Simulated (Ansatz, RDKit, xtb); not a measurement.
# CH5B3N4S: ranking a sample of isomers, part 2 of 2

Which of a sample of isomers of CH5B3N4S is the most stable in the gas at 298.15 K, and what are its properties? The sample is small against all isomers, and the most stable one of this formula need not be in it.

xtb, Ansatz and PySCF; isolated molecules.

## (7) Harmonic analysis of the finalists

The lowest few go on as finalists. In this search the thermal terms come from GFN2-xTB at its own nearest minimum. The first, c955a:

start.xyz

```xyz
14
c955a
C     -2.147942    -2.031395    -2.788550
B     -1.350597    -1.236068    -1.711758
B      0.190135    -1.199339     0.266222
B     -0.680570     0.964441    -0.702165
N     -2.748696    -2.629245    -3.599836
N     -0.554103    -1.913929    -0.736923
N      0.105112     0.229759     0.254943
N     -1.405152     0.193188    -1.683937
S     -0.709206     2.796502    -0.613555
H     -0.511396    -2.933284    -0.751957
H      0.863019    -1.786645     1.088815
H      0.630302     0.744188     0.963517
H     -1.543239     2.996853    -1.669129
H     -1.976338     0.667722    -2.383807
```

Launch:

```sh
$ xtb start.xyz --gfn 2 --ohess tight
```

Standard output, shortened:

```text
* xtb version 6.7.1
[...]
          :  # basis functions                  47          :
[...]
          :  # electrons                        44          :
[...]
          :  Hamiltonian                  GFN2-xTB          :
[...]
          :  net charge                          0          :
          :  unpaired electrons                  0          :
[...]
   *** convergence criteria satisfied after 13 iterations ***
[...]
   *** GEOMETRY OPTIMIZATION CONVERGED AFTER 9 ITERATIONS ***
[...]
   *** convergence criteria satisfied after 3 iterations ***
[...]
         ::                     SUMMARY                     ::
         :::::::::::::::::::::::::::::::::::::::::::::::::::::
         :: total energy             -23.500746134298 Eh    ::
         :: gradient norm              0.000063921640 Eh/a0 ::
         :: HOMO-LUMO gap              3.344831642979 eV    ::
         ::.................................................::
         :: SCC energy               -23.810507321379 Eh    ::
         :: -> isotropic ES            0.100014746814 Eh    ::
         :: -> anisotropic ES          0.008899061268 Eh    ::
         :: -> anisotropic XC          0.020062053922 Eh    ::
         :: -> dispersion             -0.010852440569 Eh    ::
         :: repulsion energy           0.309761187081 Eh    ::
         :: add. restraining           0.000000000000 Eh    ::
         :: total charge              -0.000000000000 e     ::
         :::::::::::::::::::::::::::::::::::::::::::::::::::::
[...]
        22        2.0000           -0.3805175             -10.3544 (HOMO)
        23                         -0.2575971              -7.0096 (LUMO)
[...]
molecular dipole:
                 x           y           z       tot (Debye)
 q only:        0.344       0.001       0.442
   full:        0.435      -0.011       0.557       1.798
molecular quadrupole (traceless):
[...]
          | TOTAL ENERGY              -23.500746134295 Eh   |
          | TOTAL ENTHALPY            -23.400748529383 Eh   |
          | TOTAL FREE ENERGY         -23.445376194199 Eh   |
          | GRADIENT NORM               0.000063828323 Eh/α |
[...]
```

Run time: 0.39 s. Hardware: 2 threads of Arm Neoverse V1, shared host; peak memory 0.11 GiB.

## (8) Zero-point energy and free-energy terms

As xtb prints them, at 298.15 K, with its own treatment of low modes:

```tsv
label	SMILES	spin	lowest mode (cm⁻¹)	zero-point (kcal/mol)	G − E (kcal/mol)
c955a	N#CB1NBNB(S)N1	singlet	92	56.4	34.7
c524c	N#CB1NBN(S)BN1	singlet	60	54.6	32.7
c479c	N#CB1NBNBN1S	singlet	81	54.8	33.2
```

## (9) Energies at the top level

Each finalist gets a single point at CCSD(T)/def2-SVP + MP2/def2-TZVPP - MP2/def2-SVP.

c955a, CCSD(T)/def2-SVP:

input.yaml

```yaml
basis:
  gaussian: {orbitals: def2-SVP}
crystal:
  periodic: [false, false, false]
  atoms:
    - {symbol: C, position_ang: [-2.147942, -2.031395, -2.788550]}
    - {symbol: B, position_ang: [-1.350597, -1.236068, -1.711758]}
    - {symbol: B, position_ang: [0.190135, -1.199339, 0.266222]}
    - {symbol: B, position_ang: [-0.680570, 0.964441, -0.702165]}
    - {symbol: "N", position_ang: [-2.748696, -2.629245, -3.599836]}
    - {symbol: "N", position_ang: [-0.554103, -1.913929, -0.736923]}
    - {symbol: "N", position_ang: [0.105112, 0.229759, 0.254943]}
    - {symbol: "N", position_ang: [-1.405152, 0.193188, -1.683937]}
    - {symbol: S, position_ang: [-0.709206, 2.796502, -0.613555]}
    - {symbol: H, position_ang: [-0.511396, -2.933284, -0.751957]}
    - {symbol: H, position_ang: [0.863019, -1.786645, 1.088815]}
    - {symbol: H, position_ang: [0.630302, 0.744188, 0.963517]}
    - {symbol: H, position_ang: [-1.543239, 2.996853, -1.669129]}
    - {symbol: H, position_ang: [-1.976338, 0.667722, -2.383807]}
correlation: {method: ccsd_t, frozen_orbitals: {C: 1, H: 0, "N": 1, B: 1, S: 5}}
```

Launch:

```sh
$ ansatz run input.yaml --threads 2 --pin off --max-ram 5220MiB --events-out events.jsonl --progress --plain --runs-dir runs
```

Standard output, shortened:

```text
Warning: RAYON_NUM_THREADS=2 ignored (pool sized by the plan → 2); use --threads N
Functional definition: HF
  name "HF"
[...]
1562 factors; integrals over basis functions are off by at most 1.3e-3 eV
[...]
mean field -19867.04386478 eV, -730.1003956647 hartree, gradient 1.6e-6 eV, S^2 0.000000; 0 other end points of the search recorded, 0 dependent functions left out
13 core orbitals not correlated: weight in the atoms' cores, before any rotation towards them, 1.000 or more for the frozen orbitals, at most 0.000 for the correlated occupied ones
reference -19867.04386478 eV, -730.1003956647 hartree; 22, 22 occupied and 120, 120 virtual orbitals, 1562 factors
second order -30.83345115 eV of doubles, -0.00000000 eV of singles
cycle   1  -31.18880101 eV  change   -3.6e-1 eV  update   1.4e-1
[...]
cycle   9  -32.28793481 eV  change   -8.1e-6 eV  update   5.5e-5
perturbative correction -1.20898734 eV, -0.0444294654 hartree
Total energy: -19900.54078694 eV, -731.3313848489 hartree
```

Wall time 82 s (2 threads of Arm Neoverse V1, shared host); peak memory 1.5 GiB.

## (10) c955a at MP2/def2-TZVPP

input.yaml, as its differences from that of step 9:

```diff
@@ -1,3 +1,4 @@
 basis:
-  gaussian: {orbitals: def2-SVP}
+  gaussian:
+    orbitals: def2-TZVPP
 crystal:
@@ -10,5 +11,5 @@
     - {symbol: "N", position_ang: [-2.748696, -2.629245, -3.599836]}
-    - {symbol: "N", position_ang: [-0.554103, -1.913929, -0.736923]}
+    - {symbol: N, position_ang: [-0.554103, -1.913929, -0.736923]}
     - {symbol: "N", position_ang: [0.105112, 0.229759, 0.254943]}
-    - {symbol: "N", position_ang: [-1.405152, 0.193188, -1.683937]}
+    - {symbol: N, position_ang: [-1.405152, 0.193188, -1.683937]}
     - {symbol: S, position_ang: [-0.709206, 2.796502, -0.613555]}
@@ -19,2 +20,4 @@
     - {symbol: H, position_ang: [-1.976338, 0.667722, -2.383807]}
-correlation: {method: ccsd_t, frozen_orbitals: {C: 1, H: 0, "N": 1, B: 1, S: 5}}
+correlation:
+  method: mp2
+  frozen_orbitals: {C: 1, H: 0, "N": 1, B: 1, S: 5}
```

Launch:

```sh
$ ansatz run input.yaml --threads 2 --pin off --max-ram 5220MiB --events-out events.jsonl --progress --plain --runs-dir runs
```

Standard output:

```text
Warning: RAYON_NUM_THREADS=2 ignored (pool sized by the plan → 2); use --threads N
[... 2 set-up lines as earlier in the session ...]
  exchange = exact_x
  correlation = 0
2182 factors; integrals over basis functions are off by at most 1.5e-3 eV
mean field evaluation 1: about -19872.8953 eV, gradient 5.8e1 eV
mean field evaluation 2: about -19873.2845 eV, gradient 5.8e1 eV
mean field evaluation 4: about -19880.7566 eV, gradient 7.3e0 eV
mean field evaluation 8: about -19880.9285 eV, gradient 5.4e-1 eV
mean field evaluation 16: about -19880.9300 eV, gradient 2.3e-6 eV
mean field -19880.92996744 eV, -730.6107005250 hartree, gradient 2.3e-6 eV, S^2 0.000000; 0 other end points of the search recorded, 0 dependent functions left out
13 core orbitals not correlated: weight in the atoms' cores, before any rotation towards them, 1.000 or more for the frozen orbitals, at most 0.000 for the correlated occupied ones
reference -19880.92996744 eV, -730.6107005250 hartree; 22, 22 occupied and 325, 325 virtual orbitals, 2182 factors
second order -38.10399698 eV of doubles, -0.00000000 eV of singles
Total energy: -19919.03396442 eV, -732.0109965862 hartree
```

Run time: 21 s. Hardware: 2 threads of Arm Neoverse V1, shared host; peak memory 1.4 GiB.

## (11) c524c at CCSD(T)/def2-SVP

input.yaml

```yaml
crystal:
  periodic: [false, false, false]
  atoms:
    - {symbol: C, position_ang: [0.023438, -2.629375, 0.953012]}
    - {symbol: B, position_ang: [-0.138088, -1.082064, 0.898286]}
    - {symbol: B, position_ang: [-1.353460, 0.946143, 0.041206]}
    - {symbol: B, position_ang: [0.623489, 1.207732, 1.606824]}
    - {symbol: N, position_ang: [0.145793, -3.795507, 0.993687]}
    - {symbol: N, position_ang: [-1.170971, -0.476358, 0.115884]}
    - {symbol: N, position_ang: [-0.430814, 1.769186, 0.791476]}
    - {symbol: "N", position_ang: [0.741310, -0.223315, 1.629808]}
    - {symbol: S, position_ang: [-0.653933, 3.508509, 0.782562]}
    - {symbol: H, position_ang: [-1.810556, -1.073961, -0.410083]}
    - {symbol: H, position_ang: [-2.239171, 1.435194, -0.625111]}
    - {symbol: H, position_ang: [0.159182, 3.782470, -0.282293]}
    - {symbol: H, position_ang: [1.377751, 1.913848, 2.239380]}
    - {symbol: H, position_ang: [1.482350, -0.638227, 2.196856]}
basis:
  gaussian:
    orbitals: def2-SVP
correlation:
  method: ccsd_t
  frozen_orbitals: {C: 1, H: 0, "N": 1, B: 1, S: 5}
```

Launch:

```sh
$ ansatz run input.yaml --threads 2 --pin off --max-ram 5220MiB --events-out events.jsonl --progress --plain --runs-dir runs
```

Standard output, shortened:

```text
Warning: RAYON_NUM_THREADS=2 ignored (pool sized by the plan → 2); use --threads N
[... 2 set-up lines as earlier in the session ...]
[...]
1559 factors; integrals over basis functions are off by at most 1.2e-3 eV
[...]
mean field -19865.11987301 eV, -730.0296902712 hartree, gradient 1.7e-6 eV, S^2 0.000000; 0 other end points of the search recorded, 0 dependent functions left out
13 core orbitals not correlated: weight in the atoms' cores, before any rotation towards them, 1.000 or more for the frozen orbitals, at most 0.000 for the correlated occupied ones
reference -19865.11987301 eV, -730.0296902712 hartree; 22, 22 occupied and 120, 120 virtual orbitals, 1559 factors
second order -30.81832906 eV of doubles, -0.00000000 eV of singles
cycle   1  -31.17210527 eV  change   -3.5e-1 eV  update   1.5e-1
[...]
cycle  10  -32.34023245 eV  change    3.1e-5 eV  update   2.4e-5
perturbative correction -1.22468757 eV, -0.0450064380 hartree
Total energy: -19898.68479303 eV, -731.2631783307 hartree
```

Run time: 83 s. Hardware: 2 threads of Arm Neoverse V1, shared host; peak memory 1.5 GiB.

## (12) Putting it together

Energies in kcal/mol from c955a; G adds the thermal terms to the CCSD(T)/def2-SVP + MP2/def2-TZVPP - MP2/def2-SVP energy. The columns left of the relaxed level are at the tight-binding geometries.

```tsv
label	SMILES	spin	GFN2-xTB	HF/STO-3G	r2SCAN-D4/def2-SVP	PBE-D3(BJ)/def2-SVP	HF/def2-SVP	MP2/def2-SVP	CCSD(T)/def2-SVP + MP2/def2-TZVPP - MP2/def2-SVP	G	share at equilibrium	T1
c955a	N#CB1NBNB(S)N1	singlet	0.0	0.0	0.0	0.0	0.0	0.0	0.0	0.0	100.0 %	0.016
c524c	N#CB1NBN(S)BN1	singlet	22.8	32.6	45.9	43.8	44.4	44.7	40.7	38.6	< 0.1 %	0.016
c479c	N#CB1NBNBN1S	singlet	23.5	32.8	46.0	43.8	45.4	44.7	41.1	39.5	< 0.1 %	0.016
```

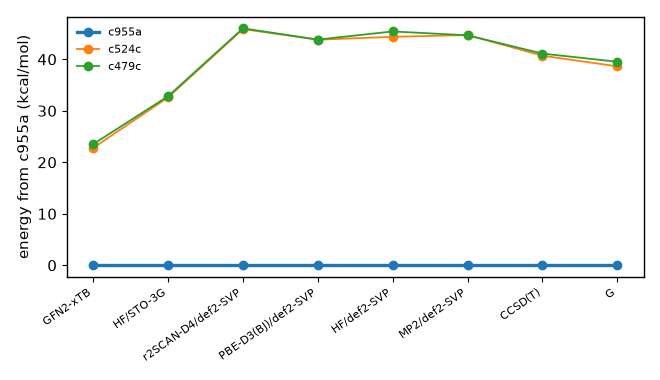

The finalists at each level, measured from c955a.

Lowest found: c955a, `N#CB1NBNB(S)N1`, a singlet. Bond lengths: C1–B2 1.558 Å, C1–N5 1.173 Å, B2–N6 1.430 Å, B3–N6 1.439 Å, B3–N7 1.432 Å, B4–N7 1.440 Å, B2–N8 1.431 Å, B4–N8 1.444 Å, B4–S9 1.834 Å, N6–H10 1.020 Å, B3–H11 1.214 Å, N7–H12 1.021 Å, S9–H13 1.360 Å, N8–H14 1.020 Å. Some angles: C1–B2–N6 120.9°, C1–B2–N8 120.3°, N6–B2–N8 118.8°, B2–C1–N5 179.9°, B2–N6–B3 121.9°, N6–B3–N7 117.4°, B3–N7–B4 123.2°, N7–B4–N8 117.0°, N7–B4–S9 119.1°, N8–B4–S9 124.0°.

```xyz
14

C    -2.1479   -2.0314   -2.7885
B    -1.3506   -1.2361   -1.7118
B     0.1901   -1.1993    0.2662
B    -0.6806    0.9644   -0.7022
N    -2.7487   -2.6292   -3.5998
N    -0.5541   -1.9139   -0.7369
N     0.1051    0.2298    0.2549
N    -1.4052    0.1932   -1.6839
S    -0.7092    2.7965   -0.6136
H    -0.5114   -2.9333   -0.7520
H     0.8630   -1.7866    1.0888
H     0.6303    0.7442    0.9635
H    -1.5432    2.9969   -1.6691
H    -1.9763    0.6677   -2.3838
```

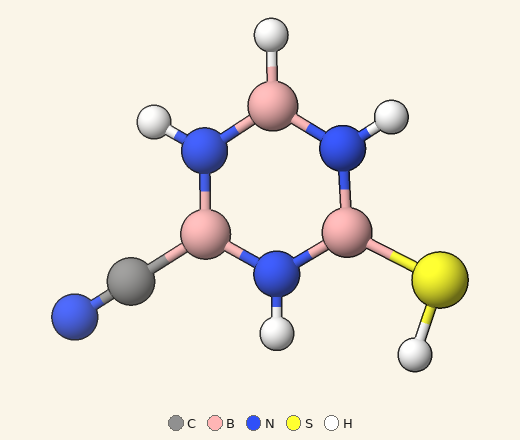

The lowest structure found, seen from a chosen angle (carbon grey, boron pink, nitrogen blue, sulfur yellow, hydrogen white).

## (13) Outcome

The summary covers parts 1 to 2.

```
                                 quantity                                                                                                                value
                   lowest structure found                                                                                              N#CB1NBNB(S)N1, singlet
                            next finalist                                                                   N#CB1NBN(S)BN1, singlet, 38.6 kcal/mol higher in G
share at equilibrium, among the finalists                                                                                                              100.0 %
                                   funnel  12 starts, 5 minima at GFN2-xTB from these starts (8 with those found later), 8 screening runs, 3 relaxed, 3 ranked
                     CPU time of all runs                                                                                                               14 min
```

What this shows: The search ends on `N#CB1NBNB(S)N1`. Among the finalists first place is clear (38.6 kcal/mol); structures outside the list aren't covered. GFN2-xTB, HF/STO-3G, r2SCAN-D4/def2-SVP, PBE-D3(BJ)/def2-SVP, HF/def2-SVP and MP2/def2-SVP already put its bonding pattern lowest among the structures in one piece. The largest share of the time went into the final energies (74 % of the CPU time that the search's summary counts). The search is not exhaustive (a finite list of starts, one conformer a finalist), so a lower isomer can't be ruled out. Only 3 drawn patterns were tried, so whole families of isomers are missing, and the result ranks this sample alone.
